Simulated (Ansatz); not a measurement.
Band structure of RbSbO₃ (Pm-3m, 5 atoms in the cell).

```yaml
crystal:
  lattice:
    - [4.15760, 0.00000, 0.00000]
    - [0.00000, 4.15760, 0.00000]
    - [0.00000, 0.00000, 4.15760]
  atoms:
    - { symbol: Rb, position: [0.00000, 0.00000, 0.00000] }
    - { symbol: Sb, position: [0.50000, 0.50000, 0.50000] }
    - { symbol: O, position: [0.00000, 0.50000, 0.50000] }
    - { symbol: O, position: [0.50000, 0.50000, 0.00000] }
    - { symbol: O, position: [0.50000, 0.00000, 0.50000] }
```

Method of the run: LDA (PW92), default PAW files made with PBE (plane waves; Ansatz, an electronic-structure program).

Settings: basis.ecutwfc = 420 eV; kpoints.mp_grid.grid = 7 7 7; hamiltonian.xc = lda; hamiltonian.pseudopotentials = {kind: paw} (the program's default PAW files); scf.occupations.method = methfessel_paxton; scf.occupations.width = 0.05 eV; kpoints.band_path.npoints = 10.

The starting cell was generated: these elements placed on a structure prototype, without a prior relaxation; it need not be a known phase or ordering of this composition. Spin-orbit coupling is off. The run gives no clean gap (levels at the Fermi energy touch, overlap or are partly filled at this smearing), which alone does not show that the compound is a metal.

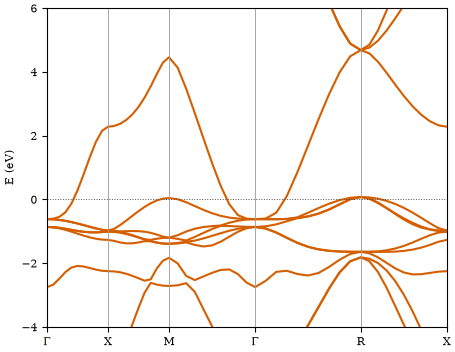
Bands along the path, energies from the Fermi level.

Levels in eV from the Fermi level, bands 18 to 25:
| point | 18 | 19 | 20 | 21 | 22 | 23 | 24 | 25 |
|---|---|---|---|---|---|---|---|---|
| Γ | -0.86 | -0.86 | -0.62 | -0.62 | -0.62 | 7.48 | 7.74 | 7.74 |
| X | -1.01 | -1.01 | -0.98 | -0.98 | 2.28 | 7.24 | 9.24 | 9.43 |
| M | -1.39 | -1.20 | -1.20 | 0.05 | 4.46 | 6.25 | 6.25 | 8.87 |
| R | -1.64 | 0.08 | 0.08 | 0.08 | 4.69 | 4.69 | 4.69 | 6.38 |

Bands cross the Fermi level along this path, so the cell is metallic at this level.

Keys are those of Ansatz 0.2.
